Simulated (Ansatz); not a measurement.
# Si on Al(111): change of the work function

How does Si on the fcc site change the work function of Al(111) as the layer fills?

Calculated with Ansatz 0.2.0; plane-wave DFT, PBEsol, Ansatz PAW, in the first sound run; inputs show where later runs differ.

## (1) Starting point

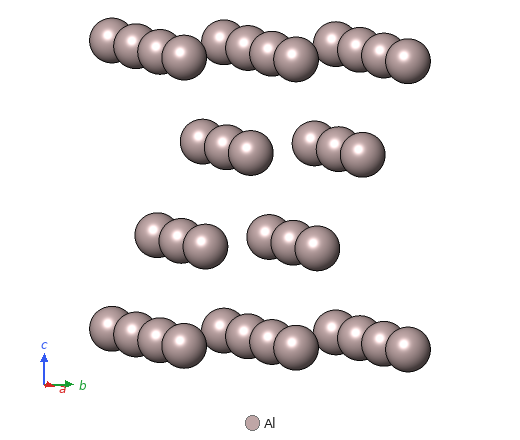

The starting structure, seen from the side, with the c axis up (aluminium light grey). 3×2×1 cells are drawn. Some periodic images of atoms are drawn too.

The cell holds 4 atoms: 4 Al. Its edges and angles: a = 2.864 Å, b = 2.864 Å, c = 25.015 Å, α = 90.0°, β = 90.0°, γ = 60.0°. Vacuum lies along c.

As a file:

```cif
data_structure
_symmetry_space_group_name_H-M 'P 1'
_symmetry_Int_Tables_number 1
_cell_length_a 2.8638
_cell_length_b 2.8638
_cell_length_c 25.0148
_cell_angle_alpha 90.000
_cell_angle_beta 90.000
_cell_angle_gamma 60.000
_cell_volume 177.67
loop_
_atom_site_label
_atom_site_type_symbol
_atom_site_fract_x
_atom_site_fract_y
_atom_site_fract_z
_atom_site_occupancy
Al1 Al 0.00000 0.00000 0.35979 1
Al2 Al 0.33333 0.33333 0.45326 1
Al3 Al 0.66667 0.66667 0.54674 1
Al4 Al 0.00000 0.00000 0.64021 1
```

## (2) The clean slab

The bare slab comes first, as the zero from which every change is counted. The two lowest layers are held at bulk places and the upper ones relax. The dipole correction removes the false field that a one-sided slab makes across the periodic vacuum, so each face gets a flat vacuum level of its own.

Input file input.yaml:

```yaml
crystal:
  lattice:
    - [2.8637824638, 0.0, 0.0]
    - [1.4318912319, 2.4801083646, 0.0]
    - [0.0, 0.0, 25.0148057707]
  atoms:
    - { symbol: Al, position: [0.0, 0.0, 0.3597869231] }
    - { symbol: Al, position: [0.3333333333, 0.3333333333, 0.4532623077] }
    - { symbol: Al, position: [0.6666666667, 0.6666666667, 0.5467376923] }
    - { symbol: Al, position: [0.0, 0.0, 0.6402130769] }
kpoints:
  mp_grid: { grid: [12, 12, 1] }
hamiltonian:
  xc: pbesol
scf:
  occupations: { method: fermi_dirac, width: 0.1 }
  convergence: { dr2_threshold: 1.0e-08 }
efield:
  axis: 3
  dipole_correction: true
  ramp_position: 0.97
  ramp_width: 0.06
relax:
  f_tol: 0.02
  max_steps: 60
  constraints: [{ sites: [0, 1] }]
output:
  write_potential: true
  write_density: true
  volumetric_format: npy
```

Run with:

```console
ansatz run input.yaml --threads 4 --pin off --max-ram 6144MiB --backend cpu --events-out ev --progress --plain --runs-dir out
```

Numbers of over 12 decimals in the logs are rounded to 6 here.

Output:

```text
Engine: ansatz 0.2.0, aarch64-unknown-linux-gnu
Pseudopotentials: kind: paw
Pseudopotential: Al, paw, valence charge 3, recommended cutoff 420 eV (normal), Al.paw.azcp
Functional definition: PBEsol
  exchange = pbesol_x
  correlation = pbesol_c
Crystal: 4 atoms, lattice volume = 177.667 Å³
Basis set: ecut = 420 eV, 3467 PW (Γ), exchange–correlation on 40×40×360 points (8 copies of the dense FFT grid, shifted against one another)
Bands: 10, of which v1, the nominal top of the filled ones, is band 6 counted from 1 (5 counted from 0)
Symmetry: 6 space group operations
k-points: 19 of 144 (time reversal used)
Non-local potential: Al, projectors of the file, l = 0: 2, l = 1: 2, l = 2: 1
PAW form: soft (Blöchl's): semilocal exchange-correlation on the pseudo side does not see the compensation charge
PAW frozen core: Al, regenerated for the run's functional, and the local potential with it (the file was generated under x = pbe(κ = 0.804, μ = 0.219515), c = pbe(β = 0.066725))
PAW one-centre angular grid: Al, 110 points (default); XC on 64 Gauss nodes
Initial density: superposition of atomic densities (neutral atoms: chi_scale 0, normalization atom), corrected by the library's trained network
Initial wavefunctions: pseudopotential atomic-orbital guess
Functional: x = pbesol(κ = 0.804, μ = 0.123457), c = pbesol(β = 0.046)
SCF iter   1: F=—  HF=-2097.326164 eV  |F-HF|=—  |Δ(HF+E_count)|=         —  Δρ=1.50e-3  dr2=5.47e-2  ethr=1.77e-3  p=-0.000 e·Å  D=-1.79e-14 V/Å  ΔV_dip=0.00 eV  dr2_dipole=1.58e-6  V_vac-E_F(+/−)=4.01/4.01 eV  ⟨swp⟩=8.5  Hψ=1740  notcnv=0
efield: sawtooth ramp at fractional position 0.9700 (set: `efield.ramp_position`, or a place that a band, a saddle search or an elastic batch's reference lends), width 0.0600; the density the first Hamiltonian is built on has a dipole p = -0.000 e·Å; the dipole correction subtracts the counter field D = -1.79e-14 V/Å, which shifts the + side's vacuum level by +0.00 eV against the − side's; the planar-averaged density in the ramp window peaks in size at 6.8e-6 e/Å³
preconditioner: auto → LDOS  [metal: Δε(μ)=0.042 eV  Ē_g=6.482 eV  σ=0.100 eV  W_gap=0.10  n_scr=12 (ndim 8)  ℏωp=9.7 eV  f_vac=0.517  D(μ)=1.95/eV (n_scr^D=10)  β→1.0]
SCF iter   2: F=—  HF=-2097.323435 eV  |F-HF|=—  |Δ(HF+E_count)|=   2.73e-3  Δρ=4.24e-4  dr2=4.57e-4  ethr=4.56e-4  p=-0.000 e·Å  D=-2.51e-5 V/Å  ΔV_dip=0.00 eV  dr2_dipole=1.20e-6  V_vac-E_F(+/−)=4.10/4.10 eV  ⟨swp⟩=1.4  Hψ=364  notcnv=0
SCF iter   3: F=—  HF=-2097.323520 eV  |F-HF|=—  |Δ(HF+E_count)|=   8.42e-5  Δρ=1.24e-4  dr2=1.31e-4  ethr=3.81e-6  p=-0.000 e·Å  D=-1.09e-5 V/Å  ΔV_dip=0.00 eV  dr2_dipole=3.89e-9  V_vac-E_F(+/−)=4.11/4.11 eV  ⟨swp⟩=2.6  Hψ=376  notcnv=0
SCF iter   4: F=—  HF=-2097.323515 eV  |F-HF|=—  |Δ(HF+E_count)|=   4.31e-6  Δρ=2.44e-5  dr2=3.19e-6  ethr=1.09e-6  p=-0.000 e·Å  D=-4.56e-6 V/Å  ΔV_dip=0.00 eV  dr2_dipole=2.12e-9  V_vac-E_F(+/−)=4.11/4.11 eV  ⟨swp⟩=2.4  Hψ=288  notcnv=0
SCF iter   5: F=—  HF=-2097.323472 eV  |F-HF|=—  |Δ(HF+E_count)|=   4.32e-5  Δρ=5.99e-6  dr2=1.11e-7  ethr=2.66e-8  p=-0.000 e·Å  D=-2.40e-6 V/Å  ΔV_dip=0.00 eV  dr2_dipole=1.67e-10  V_vac-E_F(+/−)=4.11/4.11 eV  ⟨swp⟩=2.5  Hψ=323  notcnv=0
SCF iter   6: F=-2097.323472 eV  HF=-2097.323472 eV  |F-HF|=2.44e-8  |Δ(HF+E_count)|=   2.80e-7  Δρ=1.18e-6  dr2=5.52e-9  ethr=8.33e-11  p=-0.000 e·Å  D=-9.80e-7 V/Å  ΔV_dip=0.00 eV  dr2_dipole=9.98e-12  V_vac-E_F(+/−)=4.11/4.11 eV  ⟨swp⟩=10.2  Hψ=1363  notcnv=0
SCF 1 converged in 6 iterations: F = -2097.323472 eV  dr2 = 5.52e-9
  greatest PAW one-centre occupation: 0.465 electrons in one spin orbital (limit 2), on the Al atom at site 0 (counted from 0), in its partial waves of l = 0
relax step   1: F+E_penalty+E_count = -2097.32347231 eV  Δ(F+E_penalty+E_count) = +0.000e0 eV  max|allowed force component| = 1.283e-1 eV/Å  Δτ_max = 0.0000 Å  (6 SCF iters, accepted)
Initial density: handed on by an earlier stage of this run
Initial wavefunctions: those handed on with the density
iter 1 solved again at ethr=8.35e-4 eV; its pass at ethr=3.10e-3 eV (dr2=1.00e-1 eV) is discarded
SCF iter   1: F=—  HF=-2097.341461 eV  |F-HF|=—  |Δ(HF+E_count)|=         —  Δρ=2.29e-3  dr2=9.76e-2  ethr=8.35e-4  p=-0.000 e·Å  D=-9.84e-7 V/Å  ΔV_dip=0.00 eV  dr2_dipole=7.62e-3  V_vac-E_F(+/−)=4.12/4.12 eV  ⟨swp⟩=1.2  Hψ=1330  notcnv=0
efield: sawtooth ramp at fractional position 0.9700 (set: `efield.ramp_position`, or a place that a band, a saddle search or an elastic batch's reference lends), width 0.0600; the density the first Hamiltonian is built on has a dipole p = -0.000 e·Å; the dipole correction subtracts the counter field D = -9.84e-7 V/Å, which shifts the + side's vacuum level by +0.00 eV against the − side's; the planar-averaged density in the ramp window peaks in size at 1.4e-7 e/Å³
preconditioner: auto → LDOS  [metal: Δε(μ)=0.026 eV  Ē_g=6.535 eV  σ=0.100 eV  W_gap=0.07  n_scr=12 (ndim 8)  ℏωp=9.7 eV  f_vac=0.522  D(μ)=1.89/eV (n_scr^D=10)  β→1.0]
SCF iter   2: F=—  HF=-2097.332386 eV  |F-HF|=—  |Δ(HF+E_count)|=   9.07e-3  Δρ=6.37e-4  dr2=2.98e-3  ethr=8.14e-4  p=0.000 e·Å  D=1.43e-4 V/Å  ΔV_dip=-0.00 eV  dr2_dipole=6.78e-4  V_vac-E_F(+/−)=4.07/4.08 eV  ⟨swp⟩=2.1  Hψ=247  notcnv=0
SCF iter   3: F=—  HF=-2097.332201 eV  |F-HF|=—  |Δ(HF+E_count)|=   1.85e-4  Δρ=2.24e-4  dr2=4.46e-4  ethr=2.48e-5  p=-0.000 e·Å  D=-2.13e-4 V/Å  ΔV_dip=0.01 eV  dr2_dipole=7.87e-6  V_vac-E_F(+/−)=4.06/4.06 eV  ⟨swp⟩=2.4  Hψ=334  notcnv=0
SCF iter   4: F=—  HF=-2097.332175 eV  |F-HF|=—  |Δ(HF+E_count)|=   2.65e-5  Δρ=3.68e-5  dr2=8.22e-6  ethr=3.72e-6  p=-0.000 e·Å  D=-1.42e-4 V/Å  ΔV_dip=0.00 eV  dr2_dipole=2.10e-8  V_vac-E_F(+/−)=4.06/4.06 eV  ⟨swp⟩=2.1  Hψ=267  notcnv=0
SCF iter   5: F=—  HF=-2097.332141 eV  |F-HF|=—  |Δ(HF+E_count)|=   3.37e-5  Δρ=1.18e-5  dr2=3.69e-7  ethr=6.85e-8  p=-0.000 e·Å  D=-2.24e-4 V/Å  ΔV_dip=0.01 eV  dr2_dipole=5.25e-8  V_vac-E_F(+/−)=4.06/4.05 eV  ⟨swp⟩=2.4  Hψ=328  notcnv=0
SCF iter   6: F=—  HF=-2097.332141 eV  |F-HF|=—  |Δ(HF+E_count)|=   3.66e-7  Δρ=2.86e-6  dr2=8.17e-8  ethr=3.07e-9  p=-0.000 e·Å  D=-2.73e-4 V/Å  ΔV_dip=0.01 eV  dr2_dipole=1.18e-8  V_vac-E_F(+/−)=4.06/4.05 eV  ⟨swp⟩=2.3  Hψ=303  notcnv=0
SCF iter   7: F=-2097.332141 eV  HF=-2097.332141 eV  |F-HF|=2.05e-9  |Δ(HF+E_count)|=   2.33e-8  Δρ=7.66e-7  dr2=6.10e-9  ethr=8.33e-11  p=-0.000 e·Å  D=-2.88e-4 V/Å  ΔV_dip=0.01 eV  dr2_dipole=6.06e-11  V_vac-E_F(+/−)=4.06/4.05 eV  ⟨swp⟩=7.9  Hψ=1375  notcnv=0
SCF 2 converged in 7 iterations: F = -2097.332141 eV  dr2 = 6.10e-9
relax step   2: F+E_penalty+E_count = -2097.33214149 eV  Δ(F+E_penalty+E_count) = -8.669e-3 eV  max|allowed force component| = 5.655e-2 eV/Å  Δτ_max = 0.1183 Å  (7 SCF iters, accepted)
SCF iter   1: F=—  HF=-2097.332602 eV  |F-HF|=—  |Δ(HF+E_count)|=         —  Δρ=2.72e-4  dr2=1.74e-3  ethr=6.42e-5  p=-0.000 e·Å  D=-2.88e-4 V/Å  ΔV_dip=0.01 eV  dr2_dipole=2.88e-4  V_vac-E_F(+/−)=4.06/4.05 eV  ⟨swp⟩=2.1  Hψ=673  notcnv=0
efield: sawtooth ramp at fractional position 0.9700 (set: `efield.ramp_position`, or a place that a band, a saddle search or an elastic batch's reference lends), width 0.0600; the density the first Hamiltonian is built on has a dipole p = -0.000 e·Å; the dipole correction subtracts the counter field D = -2.88e-4 V/Å, which shifts the + side's vacuum level by +0.01 eV against the − side's; the planar-averaged density in the ramp window peaks in size at 1.3e-7 e/Å³
preconditioner: auto → LDOS  [metal: Δε(μ)=0.042 eV  Ē_g=6.518 eV  σ=0.100 eV  W_gap=0.10  n_scr=12 (ndim 8)  ℏωp=9.7 eV  f_vac=0.522  D(μ)=1.90/eV (n_scr^D=10)  β→1.0]
SCF iter   2: F=—  HF=-2097.332457 eV  |F-HF|=—  |Δ(HF+E_count)|=   1.45e-4  Δρ=1.36e-4  dr2=9.49e-5  ethr=1.45e-5  p=-0.000 e·Å  D=-2.88e-4 V/Å  ΔV_dip=0.01 eV  dr2_dipole=3.87e-6  V_vac-E_F(+/−)=4.06/4.05 eV  ⟨swp⟩=1.4  Hψ=350  notcnv=0
SCF iter   3: F=—  HF=-2097.332415 eV  |F-HF|=—  |Δ(HF+E_count)|=   4.27e-5  Δρ=4.05e-5  dr2=1.87e-5  ethr=7.91e-7  p=-0.000 e·Å  D=-3.75e-4 V/Å  ΔV_dip=0.01 eV  dr2_dipole=1.77e-6  V_vac-E_F(+/−)=4.06/4.06 eV  ⟨swp⟩=3.1  Hψ=406  notcnv=0
SCF iter   4: F=—  HF=-2097.332414 eV  |F-HF|=—  |Δ(HF+E_count)|=   1.01e-6  Δρ=1.40e-5  dr2=2.63e-6  ethr=1.56e-7  p=-0.000 e·Å  D=-3.82e-4 V/Å  ΔV_dip=0.01 eV  dr2_dipole=2.09e-7  V_vac-E_F(+/−)=4.06/4.06 eV  ⟨swp⟩=1.5  Hψ=225  notcnv=0
SCF iter   5: F=—  HF=-2097.332415 eV  |F-HF|=—  |Δ(HF+E_count)|=   9.79e-7  Δρ=1.72e-6  dr2=3.92e-8  ethr=2.19e-8  p=-0.000 e·Å  D=-3.82e-4 V/Å  ΔV_dip=0.01 eV  dr2_dipole=4.46e-9  V_vac-E_F(+/−)=4.06/4.06 eV  ⟨swp⟩=2.1  Hψ=272  notcnv=0
SCF iter   6: F=-2097.332415 eV  HF=-2097.332415 eV  |F-HF|=3.67e-10  |Δ(HF+E_count)|=   3.86e-8  Δρ=4.02e-7  dr2=2.08e-9  ethr=8.33e-11  p=-0.000 e·Å  D=-3.85e-4 V/Å  ΔV_dip=0.01 eV  dr2_dipole=2.11e-10  V_vac-E_F(+/−)=4.07/4.06 eV  ⟨swp⟩=9.8  Hψ=1341  notcnv=0
SCF 3 converged in 6 iterations: F = -2097.332415 eV  dr2 = 2.08e-9
relax step   3: F+E_penalty+E_count = -2097.33241466 eV  Δ(F+E_penalty+E_count) = -2.732e-4 eV  max|allowed force component| = 9.653e-3 eV/Å  Δτ_max = 0.0126 Å  (6 SCF iters, accepted)
NSCF: frozen V_eff on 19 k-points
the band table was solved once a step of the walk had ended and its energy, with any forces and stress, was formed, with the checks that follow a solve (2119 applications of the Hamiltonian). They found nothing against the state; the energy, forces and stress were not computed again (output.eigenvalues in the input reference)
WARN: The output density's exchange-correlation potential varies sharply where the density is thin. Do not read a vacuum level from v_tot or v_xc, or from such a field of the output density. On a cell that repeats whose density bears no net charge and no dipole along the vacuum's axis use v_es (v_loc + v_h of the components); under efield.dipole_correction with no amplitude use v_es + v_field, which holds any externa [...]
SCF converged after 6 iterations
Free energy (F): -2097.332415 eV
Harris-Foulkes:  -2097.332415 eV  (|F-HF|=3.67e-10)
Internal energy: -2097.270548 eV  (E = F + TS)
E sigma→0 (E₀):  -2097.301481 eV
Entropy (-TS):   -0.061867 eV (-15.467 meV/atom)
Fermi energy:    0.431214 eV
Dipole field:    D = -0.000406 V/Å  (p = -0.000398 e·Å, saw-weighted, corrected)
Work function:   Φ+ = 4.0654 eV   Φ− = 4.0553 eV
Levels:          The Fermi level and band energies are counted from a zero that moves with the ramp; work functions are not
--- Per-component energies (eV) ---
  E_band       = -45.217240
  E_kinetic    = 88.130088
  E_local      = -3043.551098  (includes V_loc(G=0)·N_el)
  E_nonlocal   = 41.911261
  E_hartree    = 1498.256899
  E_xc         = -155.492321
  E_vxc        = -113.840394  (∫ρ·V_xc dr)
  E_paw        = -1818.733749  (= ΣΔE_a)
  E_vpaw       = -14.381757  (= ΣTr[D̂ρ^β])
  E_aug_tail   = -0.000010  (compensation charges beyond the density's cutoff)
  E_efield     = 0.000000  (sawtooth field / dipole correction)
  E_vefield    = -0.000235  (∫n·V_field dr)
  E_ewald      = 1292.131826
  E_core_change = 0.076556  (= ΣΔE_core)
  E_smearing   = -0.061867  (= −TS)
  E_closure    = -0.000000  (closes the sum)
  Σ components = -2097.332415   (vs F -2097.332415, Δ=0.00e0)
--- Forces (eV/Å), atoms counted from 1 ---
  atom   1  Al     0.00000000     0.00000000     0.08811989
  atom   2  Al    -0.00000000     0.00000000    -0.08628839
  atom   3  Al     0.00000000    -0.00000000    -0.00965330
  atom   4  Al    -0.00000000    -0.00000000     0.00782216
  max |Σ_I F_I| component: 3.62e-7 eV/Å
--- Band table (eV; the first three rows and the last of 19) ---
  k-point 0: bands = ["-10.4250", "-9.2998", "-7.6763", "-5.3520", "-2.9184", "0.0424", "2.6057", "4.0731", "4.4524", "5.4883"]
  k-point 1: bands = ["-10.2585", "-9.1342", "-7.5120", "-5.1880", "-2.7623", "0.1979", "2.7603", "4.2360", "4.6189", "5.6492"]
  k-point 2: bands = ["-9.7602", "-8.6386", "-7.0204", "-4.6980", "-2.2944", "0.6571", "3.2005", "4.6916", "5.0954", "5.5631"]
  k-point 18: bands = ["-2.7146", "-2.6387", "-2.6350", "-1.6945", "-1.6651", "-1.5481", "-0.2294", "-0.2270", "0.7735", "2.3461"]
--- Relaxed structure (3 steps of the walk, 3 accepted, 0 SCFs on fresh bases) ---
  F+E_penalty+E_count = -2097.33241466 eV   max|allowed force component| = 9.653e-3 eV/Å
  atoms:
    - { symbol: Al, position: [0.0, 0.0, 0.3597869231] }
    - { symbol: Al, position: [0.333333, 0.333333, 0.453262] }
    - { symbol: Al, position: [0.666667, 0.666667, 0.543590] }
    - { symbol: Al, position: [0, 0, 0.635649] }
```

The job ended after 2.9 s (4 threads of Arm Neoverse V2, shared host; peak memory 0.45 GiB; 11 s of CPU time).

Step by step:

```csv
step,energy less that of the first step (eV),largest force component (eV/Å)
1,0.0000,0.1283
2,-0.0087,0.0566
3,-0.0089,0.0097
```

The run keeps the 6 symmetry operations that it works with, so distortions that break them were not tested.

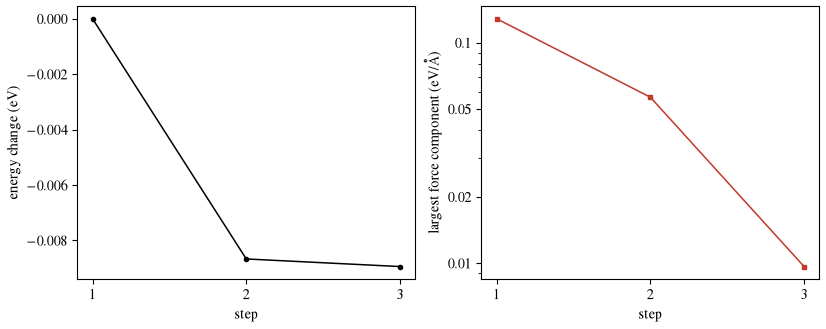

Energy and largest force along the relaxation.

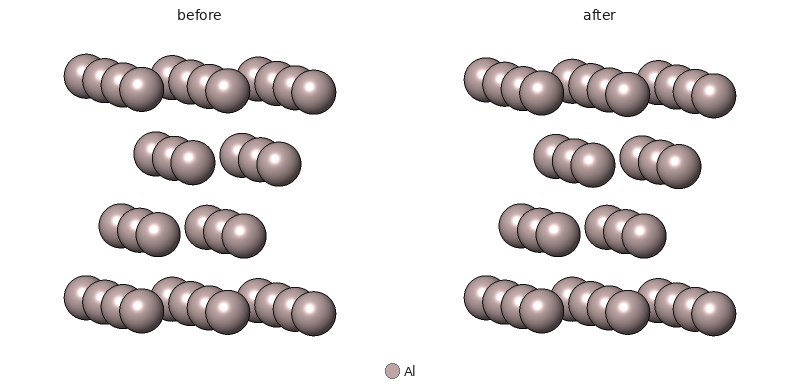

Before and after, at one scale.

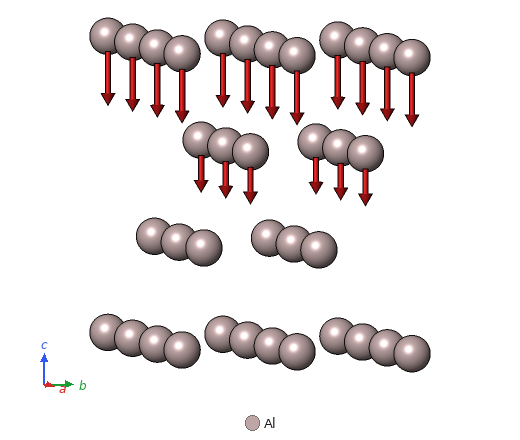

Displacements in the relaxation, exaggerated; the longest in the cell stands for 0.11 Å. 3×2×1 cells are drawn. Some periodic images of atoms are drawn too.

The atoms that moved most (Å):

```csv
atom,dx,dy,dz,length
Al4,0.000,0.000,-0.114,0.114
Al3,0.000,0.000,-0.079,0.079
```

Final coordinates:

```xyz
4
Lattice="2.8638 0.0000 0.0000 1.4319 2.4801 0.0000 0.0000 0.0000 25.0148" Properties=species:S:1:pos:R:3
Al    0.0000    0.0000    9.0000
Al    1.4319    0.8267   11.3383
Al    2.8638    1.6534   13.5978
Al    0.0000    0.0000   15.9006
```

This step gave:

| Item | Value |
| --- | --- |
| energy at zero smearing | -2097.3015 eV |
| work function, upper face | 4.065 eV |
| dipole along the normal | -3.98e-4 e·Å |

Running mean over 2.338 Å of the planar mean; the ramp of the sawtooth is left out. Electron's electrostatic potential energy less the Fermi level against z:

```csv
z (Å),electron's electrostatic potential energy less the Fermi level (eV)
4,4.05
6,3.96
8,-1.36
10,-4.57
12,-4.87
14,-4.69
16,-4.34
18,3.19
20,4.06
```

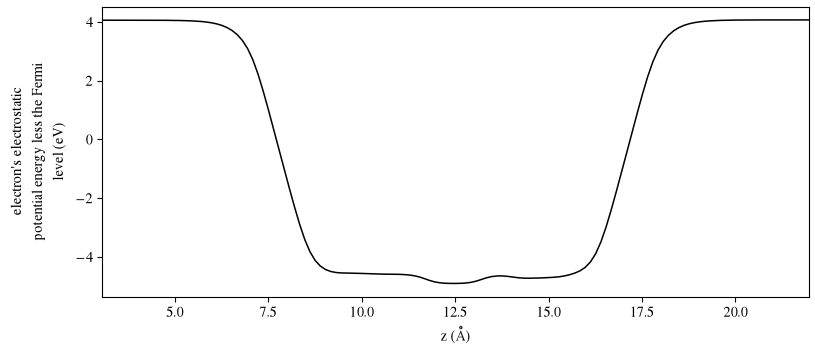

Electron's electrostatic potential energy less the Fermi level against z.

The relaxation took 3 steps and lowered the energy by 0.0089 eV; the largest force on the free atoms ends at 0.0097 eV/Å.

The work function of the upper face is 4.07 eV.

(Continued in part 2 of 5.)

[Logs are printed without paths, hosts, clocks, repeated set-up lines and the standing remarks that a program may print on its own settings, such as how far it seeks lower states.]

[Hosts, paths, dates, database ids (printed as entryN), source tags and the programs' standing remarks are cut or masked in the printed files.]

[Maps of the electrostatic potential energy from Ansatz leave out the sawtooth potential of an applied field or a dipole correction, so their vacuum need not be flat; planar profiles and work functions include it.]
